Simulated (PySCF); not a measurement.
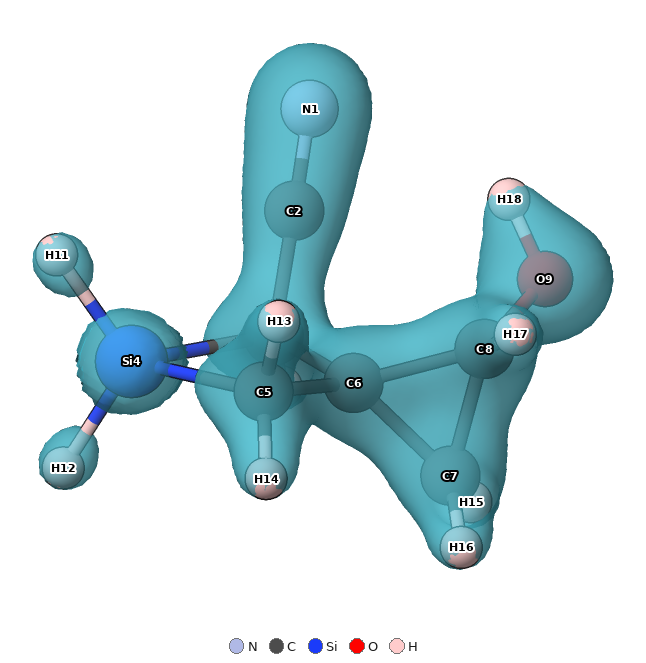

The picture shows: C6H9NOSi. Isosurface of the electron density at 1 e/Å³ (cyan), seen at a tilt.

Geometry: GFN2-xTB.

Level of theory: PBE0/pcSseg-1, SCF density, gas phase, non-relativistic (PySCF 2.14.0).

The calculation's input:

```
{"job": {"kind": "nmr", "xc": "PBE0", "basis": "pcSseg-1"}, "charge": 0, "multiplicity": 1}
N     -1.973842     0.986718     2.130747
C     -1.548223     0.852891     1.073688
C     -1.013269     0.608694    -0.221318
Si    -1.715468    -1.017462    -1.014274
C      0.072061    -1.488314    -0.529940
C      0.376351    -0.038245    -0.162877
C      1.606955     0.667451    -0.643288
C      1.441892     0.363892     0.819663
O      1.268145     1.440591     1.678091
H     -1.057384     1.525114    -0.810774
H     -2.814574    -1.644171    -0.291916
H     -1.965071    -0.860248    -2.444245
H      0.154819    -2.154652     0.329297
H      0.722437    -1.880970    -1.309759
H      1.519288     1.704289    -0.930991
H      2.339038     0.109191    -1.206765
H      2.044839    -0.441292     1.240864
H      0.533245     1.272839     2.282142
```

Command:

```sh
OMP_NUM_THREADS=1 python probes_run.py task.json out
```

> Which contacts does the surface bridge?

At this value the surface falls into four separate pieces. It bridges the sampled C–N (1.15 Å), C–O (1.39 Å) and C–C (1.42 Å) contacts, where the density stays above the isovalue. It is pinched off along the sampled C–Si (1.91 Å) contacts. On the grid the lowest density along these lines, outside the cores, is 3.3 e/Å³ (C–N, 1.15 Å), 1.9 e/Å³ (C–O, 1.39 Å), 1.9 e/Å³ (C–C, 1.42 Å) and 0.76 e/Å³ (C–Si, 1.91 Å).
